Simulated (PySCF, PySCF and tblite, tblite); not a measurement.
# C₆H₃Cl₂F: telling isomers apart by computed NMR, part 2 of 3

PySCF and tblite. Atoms count from 0. The steps go on from the part before.

### 10 The ensemble, isomer C: properties at PBE0/pcSseg-1 in acetonitrile

Job settings and geometry (Å):

```
{"job": {"study": "conf", "smiles": "C=C1C(Cl)=CC(Cl)=C1F", "search": {"seed": 9791, "n_embed": 45, "ff_keep": 10, "window": 2.5, "nmax": 3, "temps": [250, 298.15, 350], "t_ref": 298.15, "order": 0.0005}, "level": {"nmr": {"xc": "PBE0", "basis": "pcSseg-1", "solvent": "acetonitrile"}}, "kind": "conf"}, "charge": 0, "multiplicity": 1}
C     -1.974288    -0.528067    -0.051688
C     -0.686017    -0.183527    -0.019723
C     -0.108479     1.162111     0.113624
Cl    -1.062180     2.563244     0.254574
C      1.235530     1.079703     0.103562
C      1.606500    -0.323958    -0.036872
Cl     3.222825    -0.857621    -0.091795
C      0.477285    -1.061200    -0.109056
F      0.366871    -2.387087    -0.241159
H     -2.272775    -1.557788    -0.153610
H     -2.750466     0.214652     0.023830
H      1.946393     1.878851     0.182287
```

What it wrote:

```text
conformer  sym    E(xTB)   E(DFT)   G(298.15 K)  weight  dipole/D
    1     Cs      0.000    0.000    0.000   1.0000    2.156

mean shielding (ppm) by class
class atoms           250 K   298.15 K      350 K
  0 C  0             48.056     48.056     48.056
  1 C  1             41.972     41.972     41.972
  2 C  2             60.811     60.811     60.811
  3 Cl 3            804.087    804.087    804.087
  4 C  4             52.363     52.363     52.363
  5 C  5             66.094     66.094     66.094
  6 Cl 6             792.66     792.66     792.66
  7 C  7             28.005     28.005     28.005
  8 F  8            324.824    324.824    324.824
  9 H  9             24.657     24.657     24.657
 10 H  10            24.627     24.627     24.627
 11 H  11            25.256     25.256     25.256
```

Run time: 23 s. Hardware: 1 thread of Arm Neoverse V2, shared host. This counts the runs that the step sums up.

The search (ETKDG and KDG, MMFF94s, GFN2-xTB) embedded 45 structures, kept 1 distinct ones after the force field and 1 after xTB; 1 was carried on (window 2.5 kcal/mol at the search's own energies). Energies: PBE0/pcSseg-1 in acetonitrile with D3(BJ).

Conformer by conformer (298 K):

| no. | group | mirror pair | ΔE xTB | ΔE DFT | ΔG | weight (%) | μ (D) | A, B, C (GHz) |
| --- | --- | --- | --- | --- | --- | --- | --- | --- |
| 1 | Cs | no | 0.00 | 0.00 | 0.00 | 100.0 | 2.16 | 1.99, 0.78, 0.56 |

Energies in kcal/mol. ΔG holds xTB vibrations and rotation, symmetry numbers and mirror pairs.

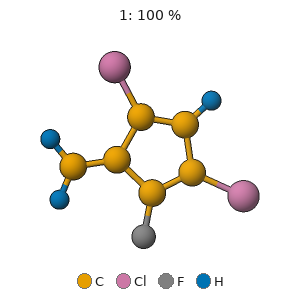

The one conformer.

Shifts against references run at the same level (13C TMS 187.9, 1H TMS 31.69, 19F CFCl3 174.7 ppm of shielding), by class of atoms, at 298 K:

| atoms | environment | average |
| --- | --- | --- |
| C7 | fully substituted alkene carbon | 159.9 |
| C1 | fully substituted alkene carbon | 145.9 |
| C0 | terminal =CH2 carbon | 139.8 |
| C4 | alkene CH | 135.5 |
| C2 | fully substituted alkene carbon | 127.1 |
| C5 | fully substituted alkene carbon | 121.8 |
| H10 | hydrogen on a terminal =CH2 carbon | 7.06 |
| H9 | hydrogen on a terminal =CH2 carbon | 7.03 |
| H11 | hydrogen on an alkene CH | 6.43 |
| Cl6 | chlorine bonded to C | 793 (σ) |
| Cl3 | chlorine bonded to C | 804 (σ) |
| F8 | vinylic fluorine | -150.2 |

Effective distances for nuclear Overhauser effects, ⟨r⁻⁶⟩^(−1/6) over all pairs of two classes (Å): H9···H10 1.84.

### 11 GFN2-xTB relaxation, isomer D, conformer 1

Job settings and geometry (Å):

```
{"job": {"xc": "GFN2-xTB", "basis": "xTB", "kind": "relax"}, "charge": 0, "multiplicity": 1}
C     -2.005200    -0.347700     0.034200
C     -0.701000    -0.113700     0.001200
C      0.330500    -1.164000     0.056400
C      1.507600    -0.527900     0.001800
Cl     3.030600    -1.276700     0.039800
C      1.294500     0.891300    -0.061600
F      2.295700     1.792100    -0.117300
C     -0.003800     1.169600    -0.055600
Cl    -0.730700     2.688400    -0.128000
H     -2.420300    -1.352900     0.093700
H     -2.736400     0.465900    -0.000200
H      0.139700    -2.225100     0.109600
```

What it wrote:

```text
step      E/eV     max force
  0    -765.97757    1.881
  1    -766.02760    0.903
  2    -766.04593    0.298
  3    -766.05044    0.169
  4    -766.05324    0.174
  5    -766.05537    0.155
  6    -766.05664    0.102
  7    -766.05758    0.106
  8    -766.05865    0.096
  9    -766.05969    0.092
 10    -766.06033    0.079
 11    -766.06070    0.083
 12    -766.06103    0.074
 13    -766.06141    0.076
 14    -766.06170    0.066
 15    -766.06192    0.043
 16    -766.06211    0.044
 17    -766.06229    0.039
 18    -766.06229    0.039
 19    -766.06237    0.032
 20    -766.06245    0.027
 21    -766.06251    0.028
 22    -766.06263    0.027
 23    -766.06270    0.024
 24    -766.06273    0.021
 25    -766.06275    0.018
 26    -766.06277    0.015
 27    -766.06280    0.015
 28    -766.06282    0.012
 29    -766.06283    0.009
 30    -766.06284    0.009
 31    -766.06285    0.009
 32    -766.06286    0.008
 33    -766.06286    0.007
 34    -766.06287    0.009
 35    -766.06288    0.007
 36    -766.06288    0.005
 37    -766.06289    0.004
```

It took 0.21 s on 1 thread of Arm Neoverse V2, shared host.

The energy fell by 0.085 eV, and the atoms moved 0.04 Å (root mean square).

### 12 Shieldings, isomer D, conformer 1: PBE0/pcSseg-1 in acetonitrile

Job settings and geometry (Å):

```
{"job": {"xc": "PBE0", "basis": "pcSseg-1", "solvent": "acetonitrile", "kind": "nmr", "pop": false}, "charge": 0, "multiplicity": 1}
C     -2.029913    -0.329343     0.034363
C     -0.707669    -0.146598     0.012182
C      0.332255    -1.166172     0.053632
C      1.531312    -0.548453     0.010828
Cl     3.080300    -1.249788     0.031499
C      1.316009     0.894842    -0.060320
F      2.311155     1.776697    -0.114569
C     -0.009806     1.144757    -0.060334
Cl    -0.801752     2.651808    -0.129022
H     -2.457821    -1.315192     0.088327
H     -2.707811     0.506512    -0.001591
H      0.144938    -2.219758     0.108979
```

What it wrote:

```text
coarse grid: 12712 points
cycle   1  E = -1249.7718591126  dE =  1.720e+00  |g| = 5.027e-01  |ddm| = 3.884e+00
cycle   2  E = -1249.7020980612  dE =  6.976e-02  |g| = 7.664e-01  |ddm| = 1.154e+00
cycle   3  E = -1249.8230192191  dE = -1.209e-01  |g| = 8.673e-02  |ddm| = 7.401e-01
cycle   4  E = -1249.8245812154  dE = -1.562e-03  |g| = 3.985e-02  |ddm| = 1.119e-01
cycle   5  E = -1249.8249357256  dE = -3.545e-04  |g| = 1.260e-02  |ddm| = 4.646e-02
cycle   6  E = -1249.8249692382  dE = -3.351e-05  |g| = 2.751e-03  |ddm| = 1.323e-02
cycle   7  E = -1249.8249708015  dE = -1.563e-06  |g| = 1.280e-03  |ddm| = 3.212e-03
final grid: 118464 points
cycle   8  E = -1249.8828323545  dE = -4.000e-05  |g| = 6.862e-03  |ddm| = 4.311e-02
cycle   9  E = -1249.8828260487  dE =  6.306e-06  |g| = 8.699e-03  |ddm| = 1.669e-02
cycle  10  E = -1249.8828422425  dE = -1.619e-05  |g| = 1.645e-03  |ddm| = 1.019e-02
cycle  11  E = -1249.8828426773  dE = -4.348e-07  |g| = 3.899e-04  |ddm| = 1.672e-03
cycle  12  E = -1249.8828427135  dE = -3.619e-08  |g| = 9.146e-05  |ddm| = 4.044e-04
cycle  13  E = -1249.8828427152  dE = -1.736e-09  |g| = 3.590e-05  |ddm| = 1.211e-04
cycle  14  E = -1249.8828427155  dE = -2.760e-10  |g| = 1.070e-05  |ddm| = 4.631e-05
converged SCF energy = -1249.8828427155

GIAO shielding tensors (ppm)
atom      isotropic    diamagn.    paramagn.     s11        s22        s33       span
  0 C       45.072     249.465    -204.393    -55.280     18.086    172.411    227.691
  1 C       40.976     257.049    -216.073    -61.129     36.284    147.774    208.904
  2 C       60.085     245.822    -185.737    -33.794     68.971    145.078    178.873
  3 C       49.500     258.428    -208.928    -37.080     77.222    108.358    145.438
  4 Cl     780.491    1144.973    -364.482    571.681    814.634    955.160    383.479
  5 C       21.268     247.266    -225.998    -56.542     53.525     66.820    123.362
  6 F      314.322     468.986    -154.664    235.566    279.702    427.697    192.131
  7 C       75.675     255.197    -179.521     15.094     97.611    114.320     99.226
  8 Cl     830.753    1146.344    -315.591    597.973    909.920    984.366    386.393
  9 H       24.880      28.251      -3.371     22.478     23.469     28.691      6.213
 10 H       24.625      28.741      -4.116     21.391     22.478     30.007      8.616
 11 H       25.035      30.957      -5.922     22.397     24.425     28.283      5.886
```

Wall time 23 s (1 thread of Arm Neoverse V2, shared host).

This run: HOMO -6.67 eV, LUMO -2.43 eV; dipole 4.03 D.

### 13 The ensemble, isomer D: properties at PBE0/pcSseg-1 in acetonitrile

Job settings and geometry (Å):

```
{"job": {"study": "conf", "smiles": "C=C1C=C(Cl)C(F)=C1Cl", "search": {"seed": 9791, "n_embed": 45, "ff_keep": 10, "window": 2.5, "nmax": 3, "temps": [250, 298.15, 350], "t_ref": 298.15, "order": 0.0005}, "level": {"nmr": {"xc": "PBE0", "basis": "pcSseg-1", "solvent": "acetonitrile"}}, "kind": "conf"}, "charge": 0, "multiplicity": 1}
C     -2.029913    -0.329343     0.034363
C     -0.707669    -0.146598     0.012182
C      0.332255    -1.166172     0.053632
C      1.531312    -0.548453     0.010828
Cl     3.080300    -1.249788     0.031499
C      1.316009     0.894842    -0.060320
F      2.311155     1.776697    -0.114569
C     -0.009806     1.144757    -0.060334
Cl    -0.801752     2.651808    -0.129022
H     -2.457821    -1.315192     0.088327
H     -2.707811     0.506512    -0.001591
H      0.144938    -2.219758     0.108979
```

What it wrote:

```text
conformer  sym    E(xTB)   E(DFT)   G(298.15 K)  weight  dipole/D
    1     Cs      0.000    0.000    0.000   1.0000    4.028

mean shielding (ppm) by class
class atoms           250 K   298.15 K      350 K
  0 C  0             45.072     45.072     45.072
  1 C  1             40.976     40.976     40.976
  2 C  2             60.085     60.085     60.085
  3 C  3               49.5       49.5       49.5
  4 Cl 4            780.491    780.491    780.491
  5 C  5             21.268     21.268     21.268
  6 F  6            314.322    314.322    314.322
  7 C  7             75.675     75.675     75.675
  8 Cl 8            830.753    830.753    830.753
  9 H  9              24.88      24.88      24.88
 10 H  10            24.625     24.625     24.625
 11 H  11            25.035     25.035     25.035
```

It took 24 s on 1 thread of Arm Neoverse V2, shared host. This counts the runs that the step sums up.

The search (ETKDG and KDG, MMFF94s, GFN2-xTB) embedded 45 structures, kept 1 distinct ones after the force field and 1 after xTB; 1 was carried on (window 2.5 kcal/mol at the search's own energies). Energies: PBE0/pcSseg-1 in acetonitrile with D3(BJ).

Conformer by conformer (298 K):

| no. | group | mirror pair | ΔE xTB | ΔE DFT | ΔG | weight (%) | μ (D) | A, B, C (GHz) |
| --- | --- | --- | --- | --- | --- | --- | --- | --- |
| 1 | Cs | no | 0.00 | 0.00 | 0.00 | 100.0 | 4.03 | 2.08, 0.82, 0.59 |

Energies in kcal/mol. ΔG holds xTB vibrations and rotation, symmetry numbers and mirror pairs.

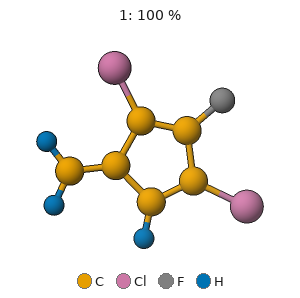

The one conformer.

Shifts against references run at the same level (13C TMS 187.9, 1H TMS 31.69, 19F CFCl3 174.7 ppm of shielding), by class of atoms, at 298 K:

| atoms | environment | average |
| --- | --- | --- |
| C5 | fully substituted alkene carbon | 166.6 |
| C1 | fully substituted alkene carbon | 146.9 |
| C0 | terminal =CH2 carbon | 142.8 |
| C3 | fully substituted alkene carbon | 138.4 |
| C2 | alkene CH | 127.8 |
| C7 | fully substituted alkene carbon | 112.2 |
| H10 | hydrogen on a terminal =CH2 carbon | 7.07 |
| H9 | hydrogen on a terminal =CH2 carbon | 6.81 |
| H11 | hydrogen on an alkene CH | 6.66 |
| Cl4 | chlorine bonded to C | 780 (σ) |
| Cl8 | chlorine bonded to C | 831 (σ) |
| F6 | vinylic fluorine | -139.6 |

Effective distances for nuclear Overhauser effects, ⟨r⁻⁶⟩^(−1/6) over all pairs of two classes (Å): H9···H10 1.84; H9···H11 2.76; H10···H11 3.95.

### 14 GFN2-xTB relaxation, isomer E, conformer 1

Job settings and geometry (Å):

```
{"job": {"xc": "GFN2-xTB", "basis": "xTB", "kind": "relax"}, "charge": 0, "multiplicity": 1}
F      0.581400     2.301100    -0.061100
C     -0.035500     1.113300    -0.047100
C     -1.337600     0.874100    -0.058800
Cl    -2.590500     2.032600    -0.137100
C     -1.580600    -0.555500    -0.015400
C     -0.401500    -1.194200     0.023500
C      0.645200    -0.168900     0.015600
C      1.959500    -0.428000     0.063700
Cl     3.206600     0.737400     0.054100
H     -2.560900    -1.012500    -0.027800
H     -0.242100    -2.261900     0.061800
H      2.357100    -1.438200     0.102600
```

What it wrote:

```text
step      E/eV     max force
  0    -766.03233    1.825
  1    -766.06039    1.248
  2    -766.07541    0.246
  3    -766.08087    0.216
  4    -766.08437    0.170
  5    -766.08573    0.111
  6    -766.08618    0.066
  7    -766.08646    0.065
  8    -766.08680    0.064
  9    -766.08708    0.048
 10    -766.08723    0.024
 11    -766.08723    0.024
 12    -766.08726    0.019
 13    -766.08730    0.014
 14    -766.08731    0.013
 15    -766.08733    0.014
 16    -766.08735    0.011
 17    -766.08735    0.007
 18    -766.08736    0.009
 19    -766.08737    0.010
 20    -766.08738    0.010
 21    -766.08738    0.006
 22    -766.08739    0.005
 23    -766.08739    0.005
 24    -766.08739    0.006
 25    -766.08739    0.003
```

Run time: 0.15 s. Hardware: 1 thread of Arm Neoverse V2, shared host.

Gain 0.055 eV; displacement 0.02 Å root mean square.

### 15 Shieldings, isomer E, conformer 1: PBE0/pcSseg-1 in acetonitrile

Job settings and geometry (Å):

```
{"job": {"xc": "PBE0", "basis": "pcSseg-1", "solvent": "acetonitrile", "kind": "nmr", "pop": false}, "charge": 0, "multiplicity": 1}
F      0.595977     2.283951    -0.064216
C     -0.029815     1.102708    -0.039658
C     -1.364281     0.881234    -0.064511
Cl    -2.620520     2.032539    -0.132327
C     -1.586502    -0.556395    -0.022571
C     -0.396846    -1.181907     0.026604
C      0.662095    -0.176523     0.019013
C      1.980373    -0.436844     0.060743
Cl     3.196005     0.742765     0.053367
H     -2.563629    -0.999529    -0.031081
H     -0.212147    -2.237239     0.065755
H      2.340487    -1.455445     0.102855
```

What it wrote:

```text
coarse grid: 12712 points
cycle   1  E = -1249.7730061500  dE =  1.723e+00  |g| = 4.945e-01  |ddm| = 3.757e+00
cycle   2  E = -1249.7346983304  dE =  3.831e-02  |g| = 6.671e-01  |ddm| = 1.063e+00
cycle   3  E = -1249.8232884182  dE = -8.859e-02  |g| = 6.806e-02  |ddm| = 6.108e-01
cycle   4  E = -1249.8239985803  dE = -7.102e-04  |g| = 4.388e-02  |ddm| = 9.117e-02
cycle   5  E = -1249.8244456566  dE = -4.471e-04  |g| = 1.182e-02  |ddm| = 4.671e-02
cycle   6  E = -1249.8244742485  dE = -2.859e-05  |g| = 3.392e-03  |ddm| = 1.316e-02
cycle   7  E = -1249.8244768739  dE = -2.625e-06  |g| = 8.977e-04  |ddm| = 3.698e-03
final grid: 118464 points
cycle   8  E = -1249.8824500630  dE = -3.911e-05  |g| = 6.851e-03  |ddm| = 4.154e-02
cycle   9  E = -1249.8824448161  dE =  5.247e-06  |g| = 8.433e-03  |ddm| = 1.505e-02
cycle  10  E = -1249.8824598332  dE = -1.502e-05  |g| = 1.628e-03  |ddm| = 9.289e-03
cycle  11  E = -1249.8824602443  dE = -4.111e-07  |g| = 4.846e-04  |ddm| = 1.720e-03
cycle  12  E = -1249.8824603000  dE = -5.573e-08  |g| = 1.124e-04  |ddm| = 5.131e-04
cycle  13  E = -1249.8824603027  dE = -2.696e-09  |g| = 3.689e-05  |ddm| = 1.297e-04
cycle  14  E = -1249.8824603030  dE = -3.038e-10  |g| = 7.629e-06  |ddm| = 3.962e-05
converged SCF energy = -1249.8824603030

GIAO shielding tensors (ppm)
atom      isotropic    diamagn.    paramagn.     s11        s22        s33       span
  0 F      327.192     470.939    -143.747    233.055    291.258    457.264    224.210
  1 C       26.819     243.554    -216.734    -50.110     64.559     66.009    116.119
  2 C       62.504     258.187    -195.683     -0.445     76.082    111.875    112.320
  3 Cl     794.834    1145.040    -350.206    605.209    830.257    949.036    343.826
  4 C       52.409     248.555    -196.147    -44.489     63.632    138.082    182.571
  5 C       66.724     248.458    -181.734    -35.335     80.817    154.690    190.025
  6 C       45.612     261.547    -215.935    -52.995     50.432    139.400    192.395
  7 C       34.973     245.411    -210.439    -47.591     23.045    129.463    177.053
  8 Cl     687.059    1145.349    -458.290    421.709    803.570    835.898    414.189
  9 H       25.291      30.253      -4.962     23.177     25.520     27.175      3.998
 10 H       25.503      30.876      -5.373     23.464     25.534     27.511      4.048
 11 H       24.167      28.136      -3.970     19.237     25.124     28.139      8.903
```

Wall time 23 s (1 thread of Arm Neoverse V2, shared host).

Key values: HOMO -6.59 eV, LUMO -2.48 eV; dipole 3.97 D.

### 16 Boltzmann average, isomer E: properties at PBE0/pcSseg-1 in acetonitrile

Job settings and geometry (Å):

```
{"job": {"study": "conf", "smiles": "FC1=C(Cl)C=C/C1=C/Cl", "search": {"seed": 9791, "n_embed": 45, "ff_keep": 10, "window": 2.5, "nmax": 3, "temps": [250, 298.15, 350], "t_ref": 298.15, "order": 0.0005}, "level": {"nmr": {"xc": "PBE0", "basis": "pcSseg-1", "solvent": "acetonitrile"}}, "kind": "conf"}, "charge": 0, "multiplicity": 1}
F      0.595977     2.283951    -0.064216
C     -0.029815     1.102708    -0.039658
C     -1.364281     0.881234    -0.064511
Cl    -2.620520     2.032539    -0.132327
C     -1.586502    -0.556395    -0.022571
C     -0.396846    -1.181907     0.026604
C      0.662095    -0.176523     0.019013
C      1.980373    -0.436844     0.060743
Cl     3.196005     0.742765     0.053367
H     -2.563629    -0.999529    -0.031081
H     -0.212147    -2.237239     0.065755
H      2.340487    -1.455445     0.102855
```

What it wrote:

```text
conformer  sym    E(xTB)   E(DFT)   G(298.15 K)  weight  dipole/D
    1     Cs      0.000    0.000    0.000   1.0000    3.969

mean shielding (ppm) by class
class atoms           250 K   298.15 K      350 K
  0 F  0            327.192    327.192    327.192
  1 C  1             26.819     26.819     26.819
  2 C  2             62.504     62.504     62.504
  3 Cl 3            794.834    794.834    794.834
  4 C  4             52.408     52.408     52.408
  5 C  5             66.724     66.724     66.724
  6 C  6             45.612     45.612     45.612
  7 C  7             34.972     34.972     34.972
  8 Cl 8            687.059    687.059    687.059
  9 H  9             25.291     25.291     25.291
 10 H  10            25.503     25.503     25.503
 11 H  11            24.167     24.167     24.167
```

Run time: 23 s. Hardware: 1 thread of Arm Neoverse V2, shared host. This counts the runs that the step sums up.

The search (ETKDG and KDG, MMFF94s, GFN2-xTB) embedded 45 structures, kept 1 distinct ones after the force field and 1 after xTB; 1 was carried on (window 2.5 kcal/mol at the search's own energies). Energies: PBE0/pcSseg-1 in acetonitrile with D3(BJ).

Conformer by conformer (298 K):

| no. | group | mirror pair | ΔE xTB | ΔE DFT | ΔG | weight (%) | μ (D) | A, B, C (GHz) |
| --- | --- | --- | --- | --- | --- | --- | --- | --- |
| 1 | Cs | no | 0.00 | 0.00 | 0.00 | 100.0 | 3.97 | 2.63, 0.68, 0.54 |

Energies in kcal/mol. ΔG holds xTB vibrations and rotation, symmetry numbers and mirror pairs.

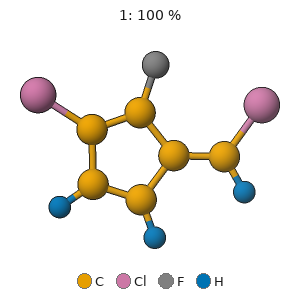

The one conformer.

Shifts against references run at the same level (13C TMS 187.9, 19F CFCl3 174.7, 1H TMS 31.69 ppm of shielding), by class of atoms, at 298 K:

| atoms | environment | average |
| --- | --- | --- |
| C1 | fully substituted alkene carbon | 161.0 |
| C7 | alkene CH | 152.9 |
| C6 | fully substituted alkene carbon | 142.3 |
| C4 | alkene CH | 135.5 |
| C2 | fully substituted alkene carbon | 125.4 |
| C5 | alkene CH | 121.1 |
| H11 | hydrogen on an alkene CH | 7.52 |
| H9 | hydrogen on an alkene CH | 6.40 |
| H10 | hydrogen on an alkene CH | 6.19 |
| F0 | vinylic fluorine | -152.5 |
| Cl8 | chlorine bonded to C | 687 (σ) |
| Cl3 | chlorine bonded to C | 795 (σ) |

Effective distances for nuclear Overhauser effects, ⟨r⁻⁶⟩^(−1/6) over all pairs of two classes (Å): H9···H10 2.66; H10···H11 2.67.

(Part 2 of 3 ends here.)
